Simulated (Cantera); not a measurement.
A closed system holds: 1 mol SiCl4, 6 mol HCl, 1.5 mol H2, at 18.0 bar.

These are equilibrium values from Cantera (NASA tables, ideal gas, pure condensed phases), not measurements of a reactor. Candidate condensed phases: Si; 19 gas species. The tables' values for SiCl3 are old estimates; treat these amounts as uncertain. Rates play no part.

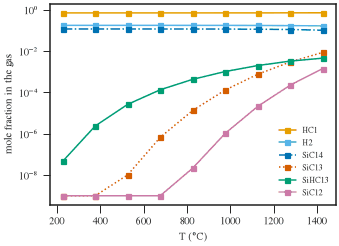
Equilibrium gas composition (values under 1e-9 drawn at 1e-9)

Q: Read off the mole fractions at 227 °C.

A: HCl about 0.71, H2 about 0.18, SiCl4 about 0.12, SiHCl3 about 4.7e-8.
